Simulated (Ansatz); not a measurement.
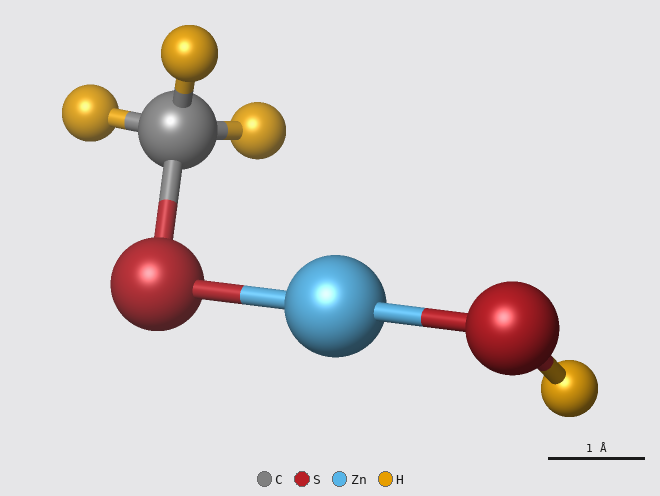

The picture shows a molecular structure as a ball-and-stick model.

Question: Give the formula.

Answer: CH4S2Zn, 8 atoms: 1 carbon, 4 hydrogen, 2 sulfur and 1 zinc.

Question: Give the symmetry (Schoenflies symbol).

Answer: C1.

Question: How many bonds of each kind are drawn?

Answer: 3 C–H, 2 S–Zn, 1 C–S, 1 S–H.

Question: Write the SMILES.

Answer: C[S][Zn][SH]

Question: How many atoms are distinct by symmetry?

Answer: 8: 1 C, 1 S, 1 Zn, 1 S, 1 H, 1 H, 1 H, 1 H.

The parts below concern this one geometry. Atoms keep their numbers from picture to picture. Computed geometry: PBE0-D4/def2-TZVP optimisation.

Electronic properties

Method: RKS PBE0-D4/def2-QZVPP (Ansatz 0.2.0).

What does the calculation give?

- HOMO energy (Kohn–Sham orbital): −6.92 eV
- LUMO energy (Kohn–Sham orbital): −0.97 eV
- HOMO–LUMO gap: 5.95 eV
- dispersion correction: −14.2 kJ/mol

Dipole moment

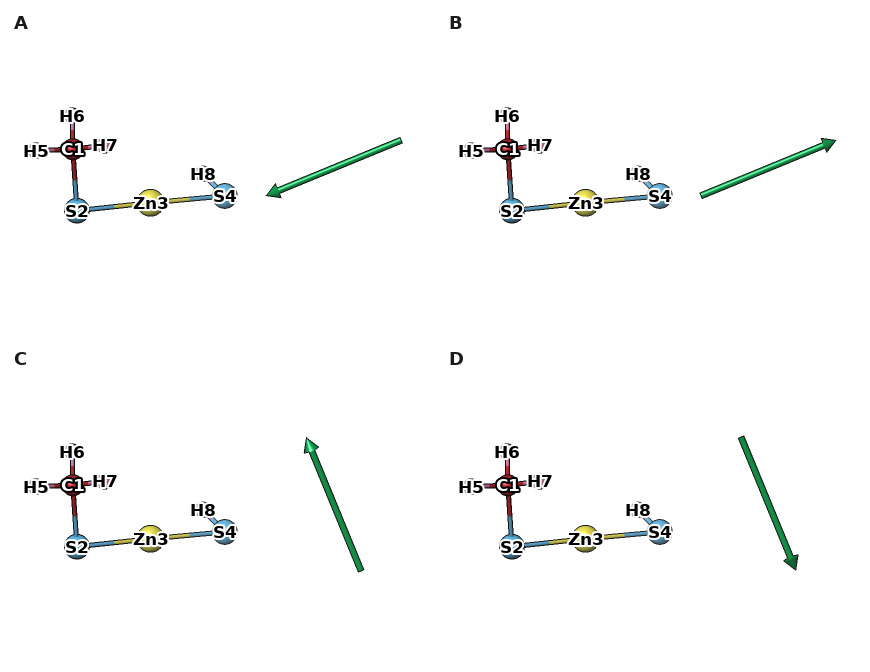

The same molecule four times, each with an arrow. Level of theory: RKS ωB97M-V/def2-TZVPP (Ansatz 0.2.0).

Question: Which arrow points along the dipole moment, from the negative to the positive end?

Answer: C. The dipole moment is 1.57 D; it points from the side of S4 to the side of H6 (the outermost atoms at the two ends).

Charges

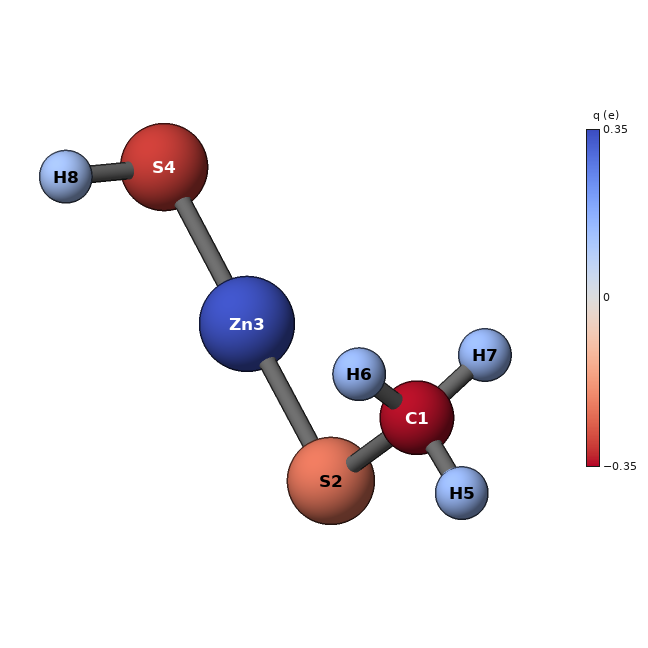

Atoms are coloured by their Mulliken charges. Level of theory: RKS ωB97M-V/def2-TZVPP (Ansatz 0.2.0).

Question: Which atom carries the highest charge (most positive or least negative)?

Answer: Zn3 (0.33 e).

Question: And the lowest?

Answer: C1 (−0.34 e).

List the Mulliken charges.

```csv
atom,value (e)
C1,−0.34
S2,−0.23
Zn3,0.33
S4,−0.30
H5,0.14
H6,0.14
H7,0.14
H8,0.12
```

Mulliken values depend strongly on the basis set and can even reverse the polarity of a bond.
